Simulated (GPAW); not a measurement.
Consider P (P2/m).

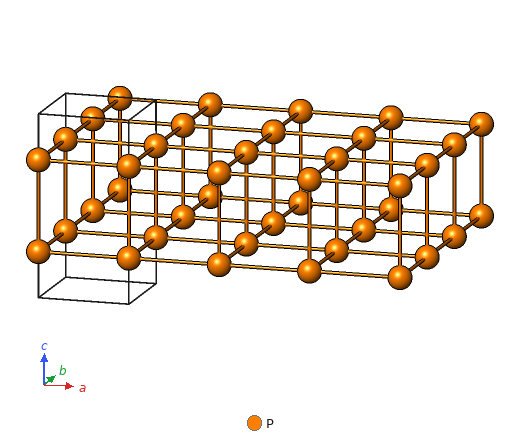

The structure (phosphorus orange). 4×3×1 cells are drawn. Some periodic images of atoms are drawn too.

```xyz
2
Lattice="2.4247 0.0000 0.0000 0.0000 2.4385 0.0000 -0.0203 0.0000 4.8524" Properties=species:S:1:pos:R:3 pbc="T T T"
P    -0.0152    0.0000    3.6365
P     2.4196    0.0000    1.2159
```

Absorber: atom 1, with 3 P at 2.42 Å and 3 P at 2.43 Å (octahedral, site symmetry m). Method: GPAW, LDA, excited-electron core hole (neutral cell), 10-atom cell with 5.4 Å between holes, 4×4×4 k points, dipole transitions, Gaussian full width 0.9 eV up to 4 eV, rising linearly to 3.5 eV at 25 eV.

This is not the structure that P takes at ambient pressure and room temperature (space group No. 64); it is a model or a phase of other conditions.

Where do the maxima of the P K edge fall?

Main maxima up to 24 eV above the zero (height): 0.9 eV (1.42), 4.3 eV (1.87), 6.1 eV (1.75), 15.2 eV (0.79) and 19.6 eV (0.80). A K edge sees empty p states on the absorber. The total-energy difference is 2147.31 eV. One term is added: -15.84 eV, since the hole is spin-paired here and a spin-polarised one costs that much less in the free atom (computed apart). The photon energy is then 2131.47 eV. The functional leaves an error in such absolute values: in the free atom LDA prices this hole 8.5 eV below PBE (computed apart), and PBE is itself good to a few eV.

The P K spectrum (energy from the lowest empty level; intensity scaled to a mean of 1 over the first 20 eV; polarised curves are means over the symmetry-equivalent atoms):

```
E (eV)  isotropic  ε ∥ x  ε ∥ y  ε ∥ z
  -2.0       0.00   0.00   0.00   0.00
  -0.5       0.17   0.18   0.21   0.13
   1.0       1.41   1.42   1.45   1.35
   2.5       1.43   1.37   1.53   1.40
   4.0       1.81   1.71   1.86   1.86
   5.5       1.51   1.36   1.43   1.76
   7.0       1.32   1.39   1.32   1.25
   8.5       0.83   0.84   0.79   0.85
  10.0       0.47   0.46   0.46   0.48
  11.5       0.52   0.52   0.54   0.51
  13.0       0.68   0.68   0.70   0.66
  14.5       0.77   0.75   0.77   0.80
  16.0       0.76   0.77   0.76   0.74
  17.5       0.70   0.70   0.69   0.71
  19.0       0.78   0.79   0.78   0.78
  20.5       0.78   0.79   0.77   0.78
  22.0       0.73   0.73   0.72   0.73
  23.5       0.63   0.63   0.63   0.64
  25.0       0.53   0.52   0.52   0.54
```

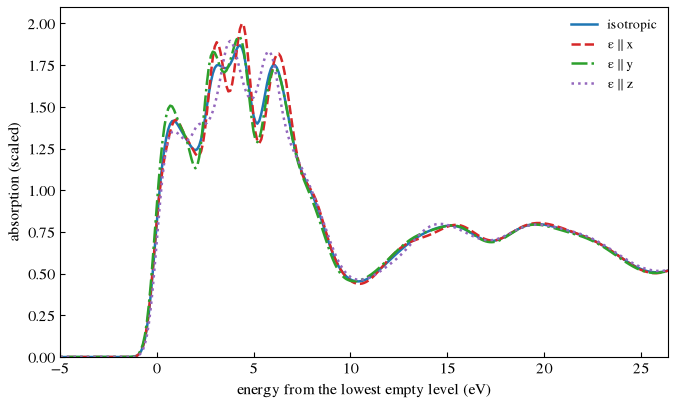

The P K edge.

The unit cell's mesh shows no gap over 0.35 eV. That is right for a metallic compound; for a small-gap or correlated insulator it would be the fault of the functional or of the assumed magnetic order, and the hole would be screened too well. The holes are only 5.4 Å apart, so the shape is probably not converged with cell size; no larger cell was run here. The mesh is coarse (0.32 Å⁻¹ between points), so small maxima may be mesh ripples. The structure is a computed Materials Project entry and may be a hypothetical form.

[Banner, clock and machine lines of the logs are left out without a mark of their own.]

[Logs are printed without paths, hosts, clocks, repeated set-up lines and the standing remarks that a program may print on its own settings, such as how far it seeks lower states.]

[Hosts, paths, dates, database ids (printed as entryN), source tags and the programs' standing remarks are cut or masked in the printed files.]

[Lists of maxima count a maximum above −3 eV only where it reaches 4 % of the highest in the window and stands out from its surroundings by 2 % of it (1.5 % where it reaches 55 %); shoulders and weaker maxima are passed over, and of the rest the first, up to two pre-edge ones and the few strongest are named.]
